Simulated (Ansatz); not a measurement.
# The perfect Cu wire along [110], 7 atoms a period, part 2 of 2

What gap, if any, does the Cu wire along [110], 7 atoms a period have, and how many channels would it open?

Ansatz 0.2.0; DFT PBE, plane waves, PAW; relaxation of a wire's period; PAW set soft_1 (the session's first sound run).

So far: The structure; Relaxation of atoms and period.

**2. Relaxation of atoms and period (continued)**

Relaxation path:

```csv
step,energy less that of the first step (eV),largest force component (eV/Å),pressure (GPa),volume (Å³)
1,0.0000,0.4894,-2.11,319.49
2,-0.1506,0.2413,-1.11,313.60
3,-0.2035,0.0914,0.26,305.04
4,-0.2069,0.0148,-0.03,305.89
5*,-0.2031,0.0148,-0.02,305.89
```

Relaxation steps marked * repeat the geometry before them on a plane-wave basis chosen anew for their cell, so energy and pressure can jump there.

The run keeps the 8 symmetry operations that it works with, so distortions that break them were not tested.

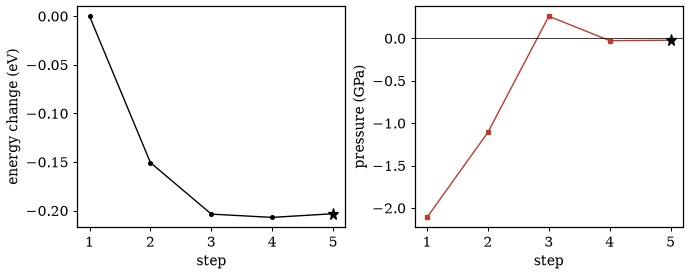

Energy and pressure along the relaxation. Stars mark steps on a basis chosen anew.

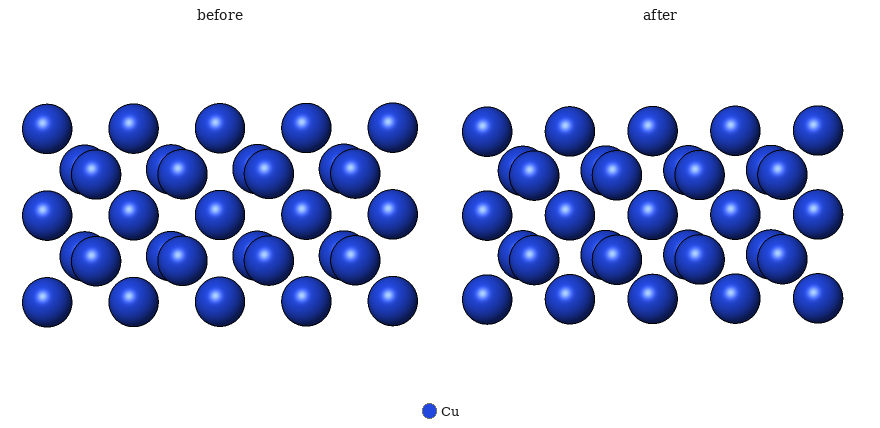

Before and after, at one scale.

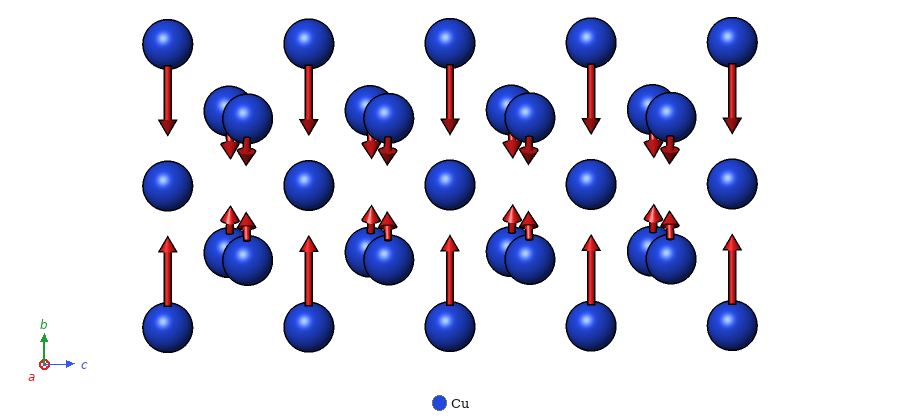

Displacements in the relaxation, exaggerated, measured against the changing cell; the longest in the cell stands for 0.08 Å. 1×1×4 cells are drawn. Some periodic images of atoms are drawn too.

```csv
cell as run,before,after,change
c (Å),2.567,2.458,-4.3 %
```

The atoms that moved most (Å, along periodic axes as changes of fractional coordinates times the final cell, across vacuum about the mean position):

```csv
atom,dx,dy,dz,length
Cu7,0.000,-0.082,0.000,0.082
Cu1,0.000,0.082,0.000,0.082
Cu6,-0.011,-0.033,0.000,0.035
Cu4,0.011,-0.033,0.000,0.035
Cu5,-0.011,0.033,0.000,0.035
Cu3,0.011,0.033,0.000,0.035
```

Final coordinates:

```cif
data_structure
_symmetry_space_group_name_H-M 'P 1'
_symmetry_Int_Tables_number 1
_cell_length_a 10.4300
_cell_length_b 11.9340
_cell_length_c 2.4575
_cell_angle_alpha 90.000
_cell_angle_beta 90.000
_cell_angle_gamma 90.000
_cell_volume 305.89
loop_
_atom_site_label
_atom_site_type_symbol
_atom_site_fract_x
_atom_site_fract_y
_atom_site_fract_z
_atom_site_occupancy
Cu1 Cu 0.50000 0.29181 0.00000 1
Cu2 Cu 0.50000 0.49998 0.00000 1
Cu3 Cu 0.32708 0.39523 0.50000 1
Cu4 Cu 0.32708 0.60474 0.50000 1
Cu5 Cu 0.67292 0.39523 0.50000 1
Cu6 Cu 0.67292 0.60474 0.50000 1
Cu7 Cu 0.50000 0.70816 0.00000 1
```

Numbers from this step:

```
energy at zero smearing    : -46371.1821 eV
cell length along the wire : 2.458 Å
```

The cell's length comes to 2.458 Å with spin left out.

**3. The wire at its relaxed period**

This step: DFT PBE, plane waves, PAW; bands of a perfect wire; PAW set soft_1 (Ansatz 0.2.0).

At the relaxed period the bands are computed along the axis; those that cross an energy going forward count the channels that a perfect wire would open there.

File input.yaml:

```yaml
crystal:
  lattice:
    - [10.43, 0.0, 0.0]
    - [0.0, 11.934, 0.0]
    - [0.0, 0.0, 2.4575396221]
  atoms:
    - { symbol: Cu, position: [0.5, 0.291807105, 0.0] }
    - { symbol: Cu, position: [0.5, 0.499983041, 0.0] }
    - { symbol: Cu, position: [0.32707878, 0.395225953, 0.5] }
    - { symbol: Cu, position: [0.32707878, 0.60474013, 0.5] }
    - { symbol: Cu, position: [0.67292122, 0.395225953, 0.5] }
    - { symbol: Cu, position: [0.67292122, 0.60474013, 0.5] }
    - { symbol: Cu, position: [0.5, 0.708158978, 0.0] }
kpoints:
  mp_grid: { grid: [1, 1, 33] }
  band_path: { path: ["Γ", Z], npoints: 90 }
scf:
  occupations: { method: fermi_dirac, width: 0.05 }
hamiltonian:
  xc: pbe
  pseudopotentials: { kind: paw, azcp: { folder: soft_1 } }
output:
  dos: { e_range: [-5, 4] }
  write_potential: true
  write_density: true
  volumetric_format: npy
```

On the command line:

```console
$ ansatz run input.yaml --threads 4 --pin off --max-ram 16384MiB --backend cpu --events-out ev --progress --plain --runs-dir out
```

Numbers of over 12 decimals in the logs are rounded to 6 here.

Output:

```text
[...]
Crystal: 7 atoms, lattice volume = 305.894 Å³
Basis set: ecut = 420 eV, 5949 PW (Γ)
Bands: 80, of which v1, the nominal top of the filled ones, is band 67 counted from 1 (66 counted from 0)
Symmetry: 8 space group operations
[...]
k-points: 17 of 33
[...]
SCF iter   1: F=—  HF=-46375.650707 eV  |F-HF|=—  |Δ(HF+E_count)|=         —  Δρ=1.11e-1  dr2=2.38e1  ethr=3.10e-3  ⟨swp⟩=7.3  Hψ=5771  notcnv=0  defer=8
[...]
SCF iter  11: F=-46371.197922 eV  HF=-46371.197922 eV  |F-HF|=3.78e-10  |Δ(HF+E_count)|=   2.85e-7  Δρ=5.65e-6  dr2=7.88e-8  ethr=7.52e-11  ⟨swp⟩=10.6  Hψ=5319  notcnv=0
SCF 1 converged in 11 iterations: F = -46371.197922 eV  dr2 = 7.88e-8
[...]
NSCF: frozen V_eff on 91 k-points
WARN: The output density's exchange-correlation potential varies sharply where the density is thin. Do not read a vacuum level from v_tot or v_xc, or from such a field of the output density. On a cell that repeats whose density bears no net charge and no dipole along the vacuum's axis use v_es (v_loc + v_h of the components); under efield.dipole_correction with no amplitude use v_es + v_field, which holds any externa [...]
SCF converged after 11 iterations
Free energy (F): -46371.197922 eV
[...]
Internal energy: -46371.176391 eV  (E = F + TS)
E sigma→0 (E₀):  -46371.187156 eV
Entropy (-TS):   -0.021531 eV (-3.076 meV/atom)
Fermi energy:    1.109328 eV
[...]
--- Band table (eV; the first three rows and the last of 17) ---
  k-point 0: bands = [... 63 lower, -0.2136, -0.1443, -0.0844, 0.1319, 0.1700, 0.8392, 1.8555, 2.3539, ... 9 higher]
  k-point 1: bands = [... 63 lower, -0.2241, -0.1635, -0.1117, 0.1898, 0.1916, 0.8767, 1.9097, 2.3895, ... 9 higher]
  k-point 2: bands = [... 63 lower, -0.2502, -0.2116, -0.1492, 0.2553, 0.3158, 0.9815, 2.0631, 2.4906, ... 9 higher]
  k-point 16: bands = [... 63 lower, 1.4712, 2.1317, 2.2825, 2.8033, 3.5033, 4.4060, 4.9133, 5.2467, ... 9 higher]
```

Run time: 38 s. Hardware: 4 threads of Intel Xeon Platinum 8259CL at 2.50GHz (Skylake/Cascade Lake), shared host; peak memory 1.4 GiB.

Numbers from this step:

| Quantity | Value |
| --- | --- |
| energy at zero smearing | -46371.1872 eV |
| band gap | 0 eV |

Electronic bands along the path, in eV, zero at the Fermi level:

```csv
point,band 63,band 64,band 65,band 66,band 67,band 68,band 69,band 70
Γ,-1.36,-1.32,-1.25,-1.19,-0.98,-0.94,-0.27,0.75
Z,-1.07,0.56,0.81,1.21,1.99,2.09,3.34,3.86
```

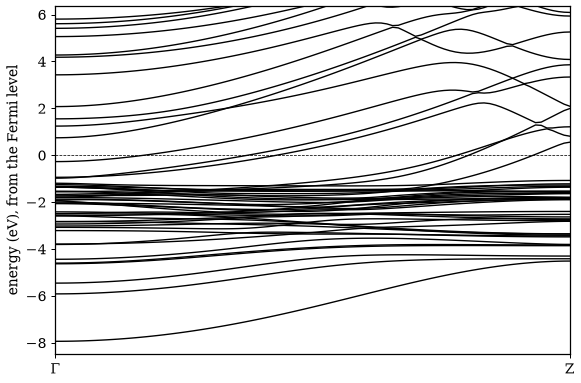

Electronic bands along the path.

Between Γ and Z the bands cross the Fermi level 6 times, so a perfect wire would conduct at least 6 G₀, with spin left out.

**4. Summary of results**

| Quantity | Value |
| --- | --- |
| cell length, PBE | 2.458 Å |
| ballistic conductance by band crossings, a lower bound, PBE | 6 G₀ |

Under PBE the cell's length is 2.46 Å, and the bands cross the Fermi level 6 times between Γ and Z, which gives a perfect wire at least 6 G₀ (opposite crossings within one step of the path cancel in such a count).

[Logs are printed without paths, hosts, clocks, repeated set-up lines and the standing remarks that a program may print on its own settings, such as how far it seeks lower states.]

[Hosts, paths, dates, database ids (printed as entryN), source tags and the programs' standing remarks are cut or masked in the printed files.]
